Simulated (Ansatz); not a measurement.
Input

```
crystal:
  periodic: [false, false, false]
  atoms:
    - {symbol: Sn, position_ang: [-0.003845, -0.001471, 0.000492]}
    - {symbol: Br, position_ang: [0.552401, -0.602090, 2.603287]}
    - {symbol: Br, position_ang: [-0.548566, 0.603571, -2.603779]}
basis:
  gaussian: {orbitals: def2-TZVPD, initial_orbitals: start.molden}
total_charge: -1
magnetization: {spin_polarized: true, initial_magnetization: 3}
hamiltonian: {xc: pbe0, dispersion: d4}
scf: {omitted_lower_state_checks: [starts]}
output: {orbitals: {seedname: orbitals}}
```

Command:

```sh
ansatz run in.yaml --threads 4 --pin off --events-out ev --progress --plain --max-ram 3916MiB
```

Geometry: PBE-D4/def2-TZVPD; core potentials replace the inner electrons of Sn.

Level of theory: UKS PBE0-D4/def2-TZVPD in Ansatz.

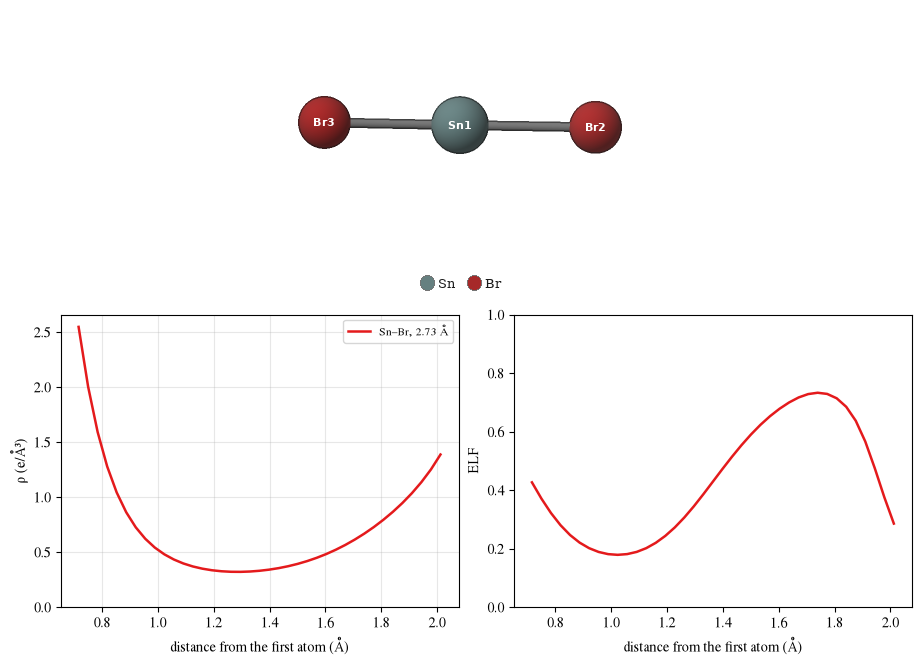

Br2Sn (charge −1, quartet). Electron density and ELF along straight lines between neighbouring atoms. The curves leave out the atomic cores. The structure is drawn too.

What can be read from the curves?

Answer. Sn–Br (2.73 Å): ρ is about 0.33 e/Å³ halfway; the ELF peaks at about 0.75 in the valence shell of Br, 1.0 Å from its nucleus, and drops to about 0.20 between the two atoms.
